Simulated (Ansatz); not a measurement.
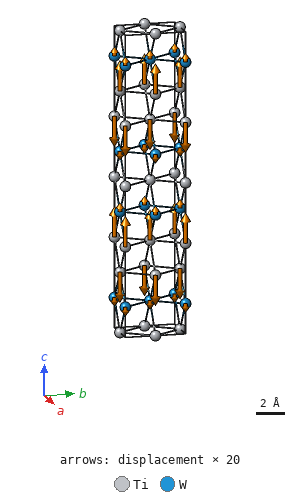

A relaxation of crystalline Ti$_{3}$W$_{2}$ (a generated structure, set up in Fmmm) (coarse preliminary run). The starting structure is drawn; orange arrows show the displacements (the part carried along by the change of the cell is left out), 20 times their true length.

The picture is a ball-and-stick view of the conventional cell (4 times the calculation's cell), seen slightly off an axis. Lengths and directions refer to the drawn axes.

Method: Ansatz 0.2.0, DFT PBE, scalar-relativistic, plane waves, PAW. Settings: plane-wave cutoff 420 eV; k-point mesh 6 × 6 × 6; occupations gaussian; smearing width 0.1 eV; no spin polarisation; cell and atoms relaxed; force threshold 0.04 eV/Å; at most 70 steps.

What did the optimiser do to the structure, and how much energy did it gain?

Answer. The largest moves relative to the cell, 0.11 Å, are those of Ti atoms. Largest moves by element: Ti 0.11 Å, W 0.03 Å. The volume changes by +6.6 %, with a 3.141 → 3.208 Å (+2.1 %), b 4.442 → 4.605 Å (+3.7 %), c 22.208 → 22.358 Å (+0.7 %). Among the contacts that change: Ti–Ti 3.141 → 3.372 Å, Ti–Ti 2.720 → 2.940 Å, W–W 2.720 → 2.806 Å, Ti–Ti 2.720 → 2.806 Å. The space group stays Fmmm (No. 69). Over 9 accepted moves (13 points after the start) the energy falls by 0.212 eV per cell of the calculation. Largest force component: 0.42 eV/Å at the start, 0.013 eV/Å at the end. The pressure goes from 10.89 to 0.03 GPa. The line search rejected the trial steps at points 7, 9, 11 of the run. The SCF was repeated once at an unchanged geometry on a basis and grid sized afresh for the cell, which shifted the energy by 1.2 meV per cell of the calculation at most.

Limits of the set-up: the k-point mesh is coarse for a cell with partly filled bands.
